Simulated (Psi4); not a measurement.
# BNH4S (SMILES NBS): BLYP/def2-SVPD

Aim: the vertical electron affinity of BNH4S at BLYP/def2-SVPD, from 2 runs. 

The calculation is run with Psi4 1.11.

2 further runs of the same task are left out: 2 set aside as unsound or not needed.

## 1. The molecule

BNH4S: 7 atoms, total charge 0, spin state singlet. SMILES: `NBS`. The shape is that of a PBE0-D4/def2-TZVP optimisation. This is one conformer, not always the lowest.

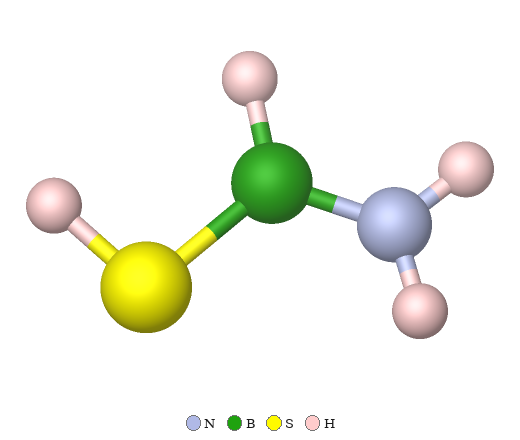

Viewed from a chosen angle; nitrogen light blue, boron green, sulfur yellow, hydrogen pink.

## 2. The energy at BLYP/def2-SVPD

Contents of calc.in:

```
memory 1600 mb

molecule {
  N
  B 1 1.391478
  S 2 1.816199 1 120.00388
  H 1 1.005882 2 124.23116 3 0.00543
  H 1 1.004358 4 113.83387 2 -179.99425
  H 2 1.19363 1 119.88502 5 -0.00466
  H 3 1.339476 2 96.28361 6 0.00945
  symmetry c1
  no_reorient
  no_com
}

set globals {
  puream true
  e_convergence 1e-09
  d_convergence 1e-08
  scf_type pk
  dft_radial_points 99
  dft_spherical_points 590
}

e, wfn = energy('blyp/def2-SVPD', return_wfn=True)
```

The run is started by

```sh
psi4 calc.in calc.out -n 1
```

calc.out:

```text
[...]
  Running in c1 symmetry.
[...]
  Nuclear repulsion =   89.580014809177456
[...]
  Multiplicity = 1
[...]
  Nalpha       = 16
  Nbeta        = 16
[...]
    Number of basis functions: 99
[...]
   @RKS iter   1:  -479.65051095730303    2.17278e-02   9.12962e-03 DIIS/ADIIS
[...]
   @RKS iter  12:  -480.05650884782642   -1.70530e-12   3.44458e-09 DIIS
[...]
    Orbital Energies [Eh]
    ---------------------
    Doubly Occupied:
       1A    -88.097719     2A    -14.026987     3A     -7.671164
       4A     -6.553115     5A     -5.706772     6A     -5.702088
       7A     -5.698747     8A     -0.786763     9A     -0.659157
      10A     -0.471066    11A     -0.468612    12A     -0.359771
      13A     -0.351459    14A     -0.280674    15A     -0.269656
      16A     -0.216240
[...]
  @RKS Final Energy:  -480.05650884782642
   => Energetics <=
    Nuclear Repulsion Energy =             89.5800148091774560
    One-Electron Energy =                -837.4158754184855979
    Two-Electron Energy =                 305.8787251690765743
    DFT Exchange-Correlation Energy =     -38.0993734075948254
    Empirical Dispersion Energy =           0.0000000000000000
    VV10 Nonlocal Energy =                  0.0000000000000000
    Total Energy =                       -480.0565088478264215
[...]
 Multipole Moments:
 ------------------------------------------------------------------------------------
     Multipole            Electronic (a.u.)      Nuclear  (a.u.)        Total (a.u.)
 ------------------------------------------------------------------------------------
 L = 1.  Multiply by 2.5417464519 to convert [e a0] to [Debye]
 Dipole X            :          0.0000562           -0.0001326           -0.0000764
 Dipole Y            :         -1.9611604            2.3016331            0.3404727
 Dipole Z            :          0.8692685           -1.4386672           -0.5693987
 Magnitude           :                                                    0.6634279
[...]
```

It took 16 s on 1 thread of Intel Xeon Platinum 8488C (Sapphire Rapids), shared host; peak memory 0.75 GiB.

## 3. The doublet anion: energy and gradient at UBLYP/def2-SVPD

Contents of bh4ns.dat:

```
memory 1.6 GB

molecule {
  -1 2
  N     -0.919200     0.393200    -0.612100
  B      0.157000     0.144300     0.234100
  S      1.088800    -1.407600     0.086000
  H     -1.235600    -0.240300    -1.326500
  H     -1.454400     1.241200    -0.555600
  H      0.466100     0.952200     1.056600
  H      1.958600    -1.151000     1.071800
  symmetry c1
}

set {
  basis                def2-SVPD
  reference            uks
  puream               true
  e_convergence        1e-09
  d_convergence        1e-08
  scf_type             pk
  dft_radial_points    99
  dft_spherical_points 590
  maxiter              200
}

e, wfn = gradient("blyp", return_wfn=True)
oeprop(wfn, "MAYER_INDICES", "QUADRUPOLE", "WIBERG_LOWDIN_INDICES")
```

The run is started by

```sh
psi4 -i bh4ns.dat -o bh4ns.out -n 1
```

bh4ns.out, cut to the lines that bear on the results:

```text
[...]
  Running in c1 symmetry.
[...]
  Nuclear repulsion =   89.580008286477721
[...]
  Multiplicity = 2
[...]
  Nalpha       = 17
  Nbeta        = 16
[...]
    Number of basis functions: 99
[...]
   @UKS iter   1:  -479.28473890386022    3.87499e-01   1.10611e-02 DIIS/ADIIS
[...]
   @UKS iter  16:  -480.01434032397987    2.27374e-13   4.32355e-09 DIIS
[...]
   @S^2 Observed:                7.502721764E-01
[...]
  @UKS Final Energy:  -480.01434032397987
   => Energetics <=
    Nuclear Repulsion Energy =             89.5800082864777210
    One-Electron Energy =                -842.5541389177295741
    Two-Electron Energy =                 311.1782723731656688
    DFT Exchange-Correlation Energy =     -38.2184820658936246
    Empirical Dispersion Energy =           0.0000000000000000
    VV10 Nonlocal Energy =                  0.0000000000000000
    Total Energy =                       -480.0143403239798658
[...]
  -Total Gradient:
     Atom            X                  Y                   Z
    ------   -----------------  -----------------  -----------------
       1       -0.006483802051     0.005577835591    -0.002412200293
       2        0.001979948665    -0.001905833957     0.000609187993
       3        0.011453532578     0.012411998837     0.018932763115
       4        0.003974272332     0.008899302796     0.009595194284
       5        0.012570917368    -0.020578754491    -0.001761301152
       6       -0.002409649523     0.000113261910    -0.002190634391
       7       -0.021087682237    -0.004511122837    -0.022770914489
[...]
 Multipole Moments:
 ------------------------------------------------------------------------------------
     Multipole            Electronic (a.u.)      Nuclear  (a.u.)        Total (a.u.)
 ------------------------------------------------------------------------------------
[...]
```

It took 37 s on 1 thread of Intel Xeon Platinum 8488C (Sapphire Rapids), shared host; peak memory 0.76 GiB.

## 4. Outcome

At BLYP/def2-SVPD:

| quantity | value |
| --- | --- |
| singlet BNH4S: total energy | -480.05651 Eh |
| singlet BNH4S: dipole moment | 1.69 D |
| singlet BNH4S: HOMO energy | -5.88 eV |
| singlet BNH4S: LUMO energy | -0.59 eV |
| singlet BNH4S: HOMO–LUMO gap | 5.29 eV |
| doublet anion: total energy | -480.01434 Eh |
| doublet anion: HOMO energy (highest over α and β) | 2.77 eV |
| doublet anion: LUMO energy (lowest over α and β) | 3.15 eV |
| doublet anion: ⟨S²⟩ | 0.750 |
| doublet anion: largest force on an atom | 1.613 eV/Å |
| vertical electron affinity (to the doublet anion) | -1.147 eV |

**Reading.** The anion lies 1.15 eV (26 kcal/mol) above the neutral: the electron isn't bound at this level, and such a value depends on the basis. The HOMO (doublet anion) lies at positive energy, 2.77 eV, as semi-local functionals often give for anions; only total energies tell whether the electron is bound.
